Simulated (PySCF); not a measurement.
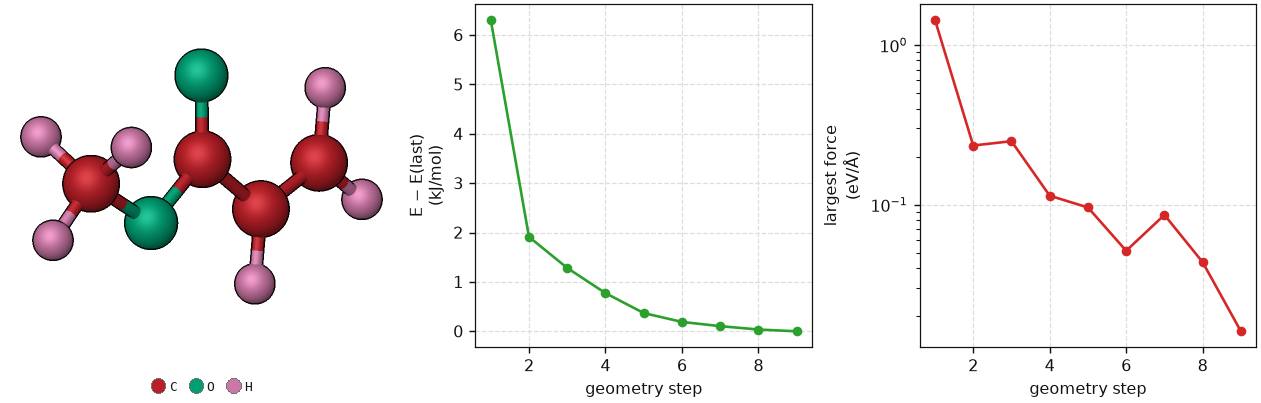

Beside the plot: the molecule at the start.

History of a geometry optimisation.

The run: C$_{4}$H$_{6}$O$_{2}$ (SMILES C=CC(=O)OC), by PySCF, PBE0-D3(BJ)/def2-SVP, geometry optimisation.

**How did the optimisation end?**

The optimisation met its thresholds at geometry 9, counting the start as the first. The energy fell by about 6.3 kJ/mol from the first step to the last. The largest force goes from about 1.4 eV/Å at the start to 0.016 eV/Å at the end.
